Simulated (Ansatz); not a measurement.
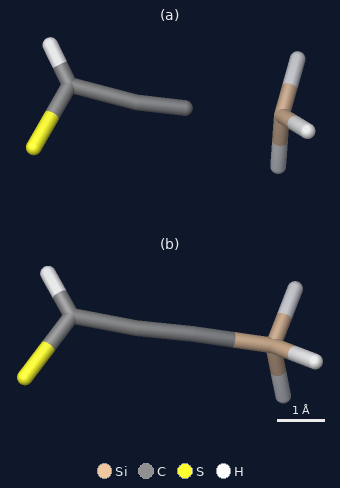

The structure of C$_{3}$H$_{4}$SSi (charge −1, multiplicity 2) before (top) and after (bottom) a relaxation, at one scale.

A stick model, seen at a tilt.

Theory: UKS B2GP-PLYP/cc-pVDZ (Ansatz 0.2.0).

The input:
```yaml
crystal:
  periodic: [false, false, false]
  atoms:
    - {symbol: Si, position_ang: [-0.933555, -0.934342, -1.819401]}
    - {symbol: C, position_ang: [-0.000229, -0.027767, -0.103243]}
    - {symbol: C, position_ang: [0.468891, 0.360446, 0.772817]}
    - {symbol: C, position_ang: [1.044300, 0.726051, 2.108095]}
    - {symbol: S, position_ang: [1.878635, 2.230400, 1.916045]}
    - {symbol: H, position_ang: [-1.668361, 0.006320, -2.265359]}
    - {symbol: H, position_ang: [0.231148, -1.168035, -2.635438]}
    - {symbol: H, position_ang: [-1.500606, -2.138755, -1.375578]}
    - {symbol: H, position_ang: [0.861136, 0.346654, 2.960135]}
basis:
  gaussian: {orbitals: cc-pVDZ}
total_charge: -1
magnetization: {spin_polarized: true, initial_magnetization: 1}
hamiltonian: {xc: {name: B2GP-PLYP}}
scf: {lower_state_search: full}
relax: {f_tol: 0.001, max_steps: 2}
output: {forces: true}
```

Run as
```bash
ansatz run in.yaml --threads 2 --pin off --events-out ev --progress --plain --max-ram 4352MiB
```

Describe what moved and what it gained.

The relaxation stopped without meeting its thresholds, so the last structure isn't shown to be converged. The input was poor on purpose: steps. After 1 geometry step the energy has fallen by 4.664 eV. Largest force component: 25 eV/Å at the start, 2.2 eV/Å at the end. S5 moves most after the best rigid fit: 0.19 Å. Largest moves by element: S 0.19 Å, Si 0.19 Å, C 0.19 Å, H 0.16 Å. Near-neighbour distances that change, for instance: Si1–C2 2.154 → 1.804 Å, C2–C3 1.067 → 1.258 Å, Si1–H6 1.274 → 1.424 Å, C4–H9 0.951 → 1.094 Å. Among the angles between lasting bonds that change: C3–C4–S5 107.3° → 118.9°, H6–Si1–H8 120.7° → 109.6°, H6–Si1–H7 112.8° → 104.1°.
